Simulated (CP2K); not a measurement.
# SiH3OF (SMILES O[SiH2]F) at GFN2-xTB

Aim: the energy change on altering one bond length of SiH3OF at GFN2-xTB, from 2 runs. 

The results are computed with CP2K 2026.2.

3 further runs of the same task are left out: 3 set aside as unsound or not needed.

### 1 The molecule

SiH3OF: 6 atoms, total charge 0, spin state singlet. As SMILES, `O[SiH2]F`. The shape is that of a PBE0-D4/def2-TZVP optimisation. This is one conformer, not always the lowest.

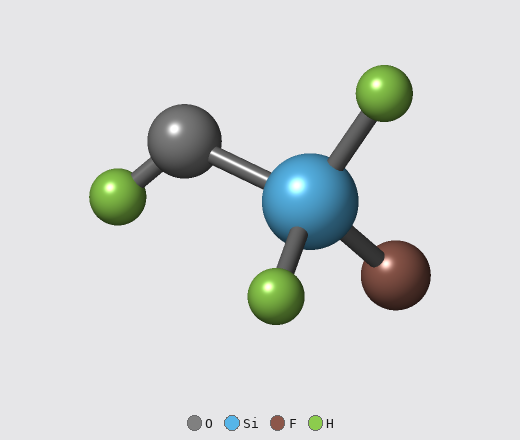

The structure, seen from a chosen angle (oxygen grey, silicon blue, fluorine brown, hydrogen green).

### 2 The energy at GFN2-xTB

Contents of calc.inp:

```
&GLOBAL
 PROJECT_NAME calc
 RUN_TYPE ENERGY
 PRINT_LEVEL MEDIUM
&END GLOBAL

&FORCE_EVAL
 METHOD QS
 &DFT
  &QS
   METHOD XTB
   EPS_DEFAULT 1.0E-10
   &XTB
    GFN_TYPE TBLITE
    &TBLITE
     METHOD GFN2
    &END TBLITE
    CHECK_ATOMIC_CHARGES F
   &END XTB
  &END QS
  &POISSON
   PERIODIC NONE
   POISSON_SOLVER ANALYTIC
  &END POISSON
  &SCF
   SCF_GUESS ATOMIC
   EPS_SCF 1.0E-06
   MAX_SCF 150
   ADDED_MOS 4
   &DIAGONALIZATION
    ALGORITHM STANDARD
   &END DIAGONALIZATION
   &MIXING
    METHOD DIRECT_P_MIXING
    ALPHA 0.4
   &END MIXING
  &END SCF
  &PRINT
   &MOMENTS
    PERIODIC F
    REFERENCE COM
    MAX_MOMENT 1
   &END MOMENTS
   &MO ON
    ENERGIES T
    OCCUPATION_NUMBERS T
    NDIGITS 6
    &EACH
     QS_SCF 0
    &END EACH
    ADD_LAST NUMERIC
   &END MO
   &HIRSHFELD OFF
   &END HIRSHFELD
  &END PRINT
 &END DFT
 &SUBSYS
  &CELL
   ABC 15.3 14.3 14.3
   PERIODIC NONE
  &END CELL
  &COORD
   O     -0.853500    -0.209200    -0.924100
   Si     0.378300    -0.009300     0.123900
   F      0.180800    -0.922800     1.417800
   H     -1.714200     0.150200    -0.705600
   H      1.595600    -0.458500    -0.575800
   H      0.455100     1.385600     0.617600
  &END COORD
  &TOPOLOGY
   &CENTER_COORDINATES
   &END CENTER_COORDINATES
  &END TOPOLOGY
 &END SUBSYS
&END FORCE_EVAL
```

Command:

```bash
$ OMP_NUM_THREADS=1 cp2k.psmp calc.inp > calc.out
```

Standard output (excerpt; [...] marks lines left out):

```text
CP2K| version string:                                       CP2K version 2026.2
[...]
 GLOBAL| Method name                                                        CP2K
[...]
 GLOBAL| Run type                                                         ENERGY
[...]
                             - Atoms:                                          6
[...]
                             - Spherical basis functions:                     20
[...]
 Number of electrons:                                                         20
[...]
  *** SCF run converged in    16 steps ***
[...]
  Fermi energy:                                                -0.20740624108818
[...]
 TB_DIPOLE| Moment [Debye]         -0.50811190       1.44854338      -0.56678542
 TB_DIPOLE| Derivative [a.u.]       0.00000000       0.00000000       0.00000000
[...]
 ENERGY| Total FORCE_EVAL ( QS ) energy [hartree]            -12.174123145223851
[...]
```

It took 1.6 s on 1 thread of Intel Xeon at 2.50GHz (Skylake/Cascade Lake), shared host; peak memory 0.19 GiB.

### 3 The distorted shape at the same level

Contents of calc.inp:

```
&FORCE_EVAL
   METHOD Quickstep
   &DFT
      CHARGE 0
      MULTIPLICITY 1
      ! Quickstep
      &QS
         METHOD XTB
         EPS_DEFAULT 1.0E-10
         &XTB
            GFN_TYPE TBLITE
            &TBLITE
               METHOD GFN2
            &END TBLITE
            CHECK_ATOMIC_CHARGES F
         &END XTB
      &END QS
      &POISSON
         PERIODIC NONE
         POISSON_SOLVER ANALYTIC
      &END POISSON
      &SCF
         SCF_GUESS ATOMIC
         EPS_SCF 1.0E-06
         MAX_SCF 150
         ADDED_MOS 4
         &DIAGONALIZATION
            ALGORITHM STANDARD
         &END DIAGONALIZATION
         &MIXING
            METHOD DIRECT_P_MIXING
            ALPHA 0.4
         &END MIXING
      &END SCF
      ! extra output
      &PRINT
         &MOMENTS
            PERIODIC F
            REFERENCE COM
            MAX_MOMENT 1
         &END MOMENTS
         &MO ON
            ENERGIES T
            OCCUPATION_NUMBERS T
            NDIGITS 6
            &EACH
               QS_SCF 0
            &END EACH
            ADD_LAST NUMERIC
         &END MO
         &HIRSHFELD OFF
         &END HIRSHFELD
      &END PRINT
   &END DFT
   ! structure
   &SUBSYS
      ! vacuum box
      &CELL
         ABC [angstrom] 15.5 14.3 14.5
         PERIODIC NONE
      &END CELL
      &COORD
         O     -1.038240    -0.239180    -1.081274
         Si     0.378300    -0.009300     0.123900
         F      0.180800    -0.922800     1.417800
         H     -1.898940     0.120220    -0.862774
         H      1.595600    -0.458500    -0.575800
         H      0.455100     1.385600     0.617600
      &END COORD
      &TOPOLOGY
         &CENTER_COORDINATES
         &END CENTER_COORDINATES
      &END TOPOLOGY
   &END SUBSYS
&END FORCE_EVAL

&GLOBAL
   PROJECT_NAME calc
   RUN_TYPE ENERGY
   PRINT_LEVEL MEDIUM
&END GLOBAL
```

Command:

```bash
$ OMP_NUM_THREADS=1 cp2k.psmp -i calc.inp -o calc.out
```

Standard output (excerpt; [...] marks lines left out):

```text
CP2K| version string:                                       CP2K version 2026.2
[...]
 GLOBAL| Method name                                                        CP2K
[...]
 GLOBAL| Run type                                                         ENERGY
[...]
                             - Atoms:                                          6
[...]
                             - Spherical basis functions:                     20
[...]
 Number of electrons:                                                         20
[...]
  *** SCF run converged in    19 steps ***
[...]
  Fermi energy:                                                -0.23263513076228
[...]
 TB_DIPOLE| Moment [Debye]          0.43157223       1.57138484       0.15294110
 TB_DIPOLE| Derivative [a.u.]       0.00000000       0.00000000       0.00000000
[...]
 ENERGY| Total FORCE_EVAL ( QS ) energy [hartree]            -12.149556905747344
[...]
```

Run time: 1.6 s. Hardware: 1 thread of Intel Xeon at 2.50GHz (Skylake/Cascade Lake), shared host; peak memory 0.18 GiB.

### 4 Outcome

Level: GFN2-xTB.

| quantity | value |
| --- | --- |
| first shape: total energy | -12.17412 Eh |
| first shape: dipole moment (from atomic charges alone) | 1.64 D |
| first shape: HOMO energy | -11.66 eV |
| first shape: LUMO energy | -4.75 eV |
| first shape: HOMO–LUMO gap | 6.91 eV |
| first shape: dispersion energy | -5.61 kJ/mol |
| distorted shape: total energy | -12.14956 Eh |
| distorted shape: dipole moment (from atomic charges alone) | 1.64 D |
| distorted shape: HOMO energy | -11.94 eV |
| distorted shape: LUMO energy | -5.43 eV |
| distorted shape: HOMO–LUMO gap | 6.50 eV |
| distorted shape: dispersion energy | -5.46 kJ/mol |
| energy change with the O1–Si2 bond stretched from 1.630 to 1.874 Å | 0.668 eV |

In words: With the O1–Si2 bond stretched from 1.630 to 1.874 Å the energy rises by 0.67 eV (64.5 kJ/mol). The first shape isn't relaxed at this level, so the change isn't measured from a minimum. The dipole (first shape) comes from point charges on the atoms alone, without atomic dipoles, so it is partial. The dipole (distorted shape) comes from point charges on the atoms alone, without atomic dipoles, so it is partial.
